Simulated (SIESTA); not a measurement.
Band structure of ReB2 (P6_3/mmc, 6 atoms in the cell).

```
ReB2
1.0
    2.90000     0.00000     0.00000
   -1.45000     2.51147     0.00000
    0.00000     0.00000     7.47800
Re B
2 4
Direct
  0.33333   0.66667   0.25000
  0.66667   0.33333   0.75000
  0.33333   0.66667   0.54800
  0.66667   0.33333   0.04800
  0.33333   0.66667   0.95200
  0.66667   0.33333   0.45200
```

Computed with LDA PW92, numerical atomic orbitals DZP, PseudoDojo LDA standard norm-conserving potentials (rewritten from UPF to PSML) (SIESTA).

Settings: XC.functional = LDA; XC.authors = PW92; potentials = PseudoDojo LDA standard; PAO.BasisSize = DZP; PAO.EnergyShift = 0.01 Ry; MeshCutoff = 350 Ry; kgrid.MonkhorstPack = 7 7 3; OccupationFunction = FD; ElectronicTemperature = 1160.45 K; MaxSCFIterations = 150; SCF.Mixer.Method = Pulay; SCF.Mixer.Weight = 0.1; SCF.Mixer.History = 6; SCF.DM.Tolerance = 1.0E-05.

The starting cell comes from a database of published, mostly measured structures (it also holds non-ambient and calculated ones), without a prior relaxation at this level. Spin-orbit coupling is off. Spin polarisation is off. Values carry the incompleteness of an atom-centred basis.

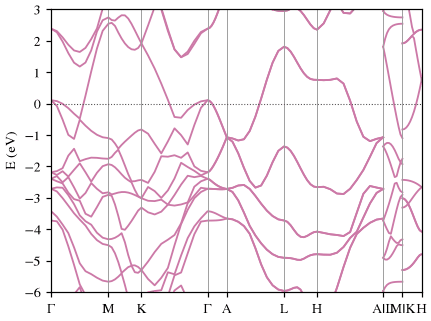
Figure. Bands along the path, energies from the Fermi level.

Levels in eV from the Fermi level, bands 18 to 23:
| point | 18 | 19 | 20 | 21 | 22 | 23 |
|---|---|---|---|---|---|---|
| Γ | -2.40 | -2.19 | -2.19 | 0.10 | 0.10 | 2.38 |
| M | -2.83 | -1.93 | -1.76 | -1.10 | 2.54 | 2.74 |
| K | -3.02 | -3.02 | -2.43 | -0.83 | 1.91 | 1.91 |
| A | -2.72 | -1.08 | -1.08 | -1.08 | -1.08 | 3.76 |
| L | -3.72 | -1.37 | -1.37 | 1.81 | 1.81 | 2.94 |
| H | -4.08 | -2.66 | -2.66 | 0.75 | 0.75 | 2.35 |

Bands cross the Fermi level along this path, so the cell is metallic at this level.

Higher empty bands are left out: an atom-centred basis made for the valence describes them poorly.
